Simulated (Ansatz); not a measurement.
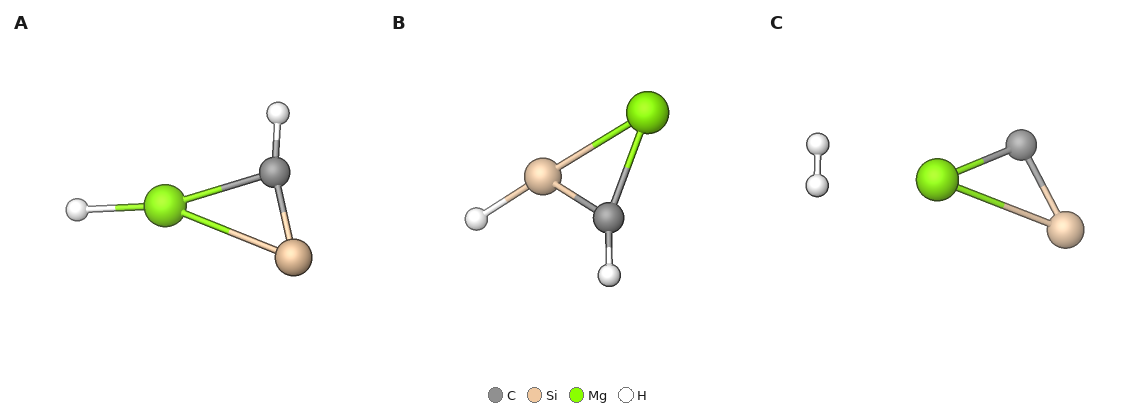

3 stationary structures of one formula. Geometries: PBE0-D4/def2-TZVP. Electronic energies: PBE-D4/def2-TZVPP (Ansatz 0.2.0), without zero-point energy. No frequency run is at hand to confirm each as a minimum.

### Rank them by energy, lowest first.

A is lowest (Cs); B lies 21.8 kcal/mol above it (Cs), C lies 59.3 kcal/mol above it (Cs).
